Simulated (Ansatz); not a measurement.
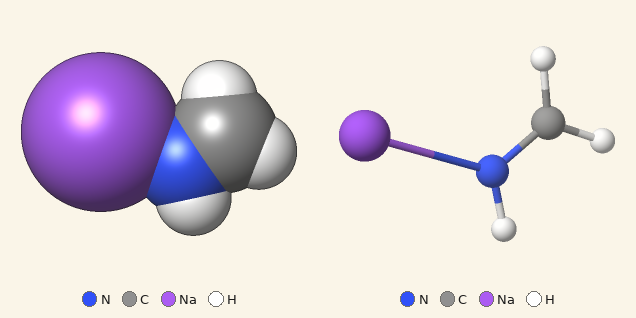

Both panels show the same species.

State: neutral, doublet.

Description:

The molecule is CH₃NNa. This geometry has Cs symmetry. It is an open-shell species. All atoms lie on one plane. Coordination: 1 N trigonal planar; 1 C trigonal planar.

The parts below concern this one geometry. Atoms keep their numbers from picture to picture. The computed structure is the end point of a PBE0-D4/def2-TZVP optimisation. No frequency run is at hand to confirm it as a minimum.

Shape

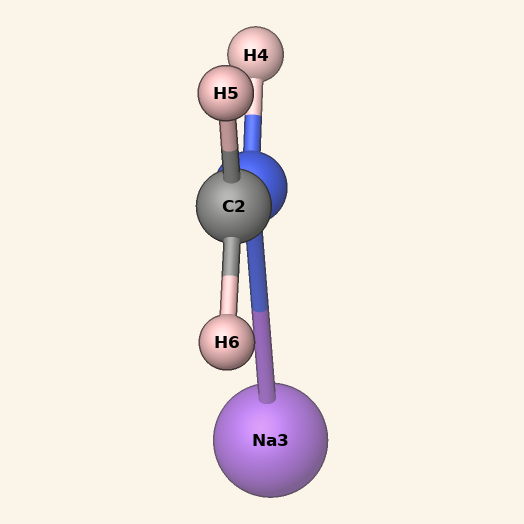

N1 lies behind C2. The molecule seen nearly along the C2–N1 bond, C2 in front. Depth is shown by fading: the farther an atom, the more it takes the colour of the background. No frequency run is at hand to confirm it as a minimum.

What is the torsion angle H5–C2–N1–Na3? The sign is positive where the front bond must turn clockwise to cover the back bond.

Answer. 180°, antiperiplanar (anti).

Electronic properties

No frequency run is at hand to confirm it as a minimum. Level of theory: UKS PBE0-D4/def2-TZVPP (Ansatz 0.2.0).

Predict the main results.

- HOMO energy (Kohn–Sham orbital): −2.81 eV
- ⟨S²⟩ of the determinant: 0.750

Dipole moment

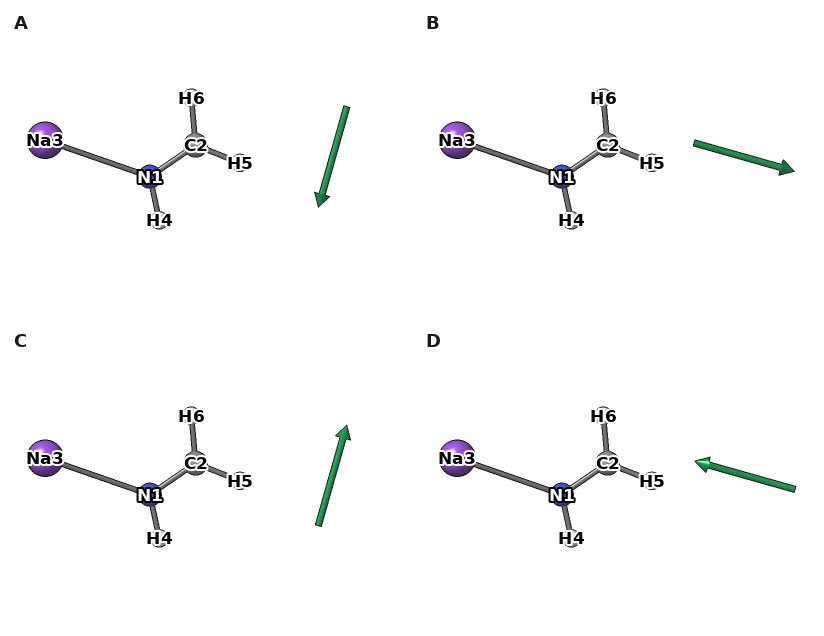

The same molecule four times, each with an arrow. No frequency run is at hand to confirm it as a minimum. Method: UKS PBE0-D4/def2-TZVP (Ansatz 0.2.0).

Which arrow points along the dipole moment, from the negative to the positive end?

Answer. B. The dipole moment is 5.36 D; it points from the side of Na3 to the side of H5 (the outermost atoms at the two ends).

Charges

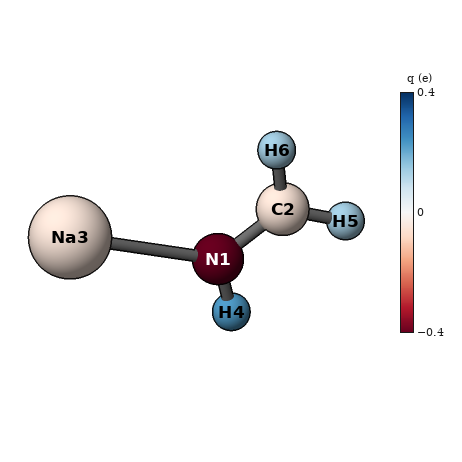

Atoms are coloured by their Mulliken charges. No frequency run is at hand to confirm it as a minimum. Level of theory: UKS PBE0-D4/def2-TZVP (Ansatz 0.2.0).

Which atom carries the highest charge (most positive or least negative)?

Answer. H4 (0.23 e).

And the lowest?

Answer. N1 (−0.40 e).

List the Mulliken charges.

| atom | value (e) |
| --- | --- |
| N1 | −0.40 |
| C2 | −0.05 |
| Na3 | −0.05 |
| H4 | 0.23 |
| H5 | 0.13 |
| H6 | 0.14 |

Mulliken values depend strongly on the basis set and can even reverse the polarity of a bond.
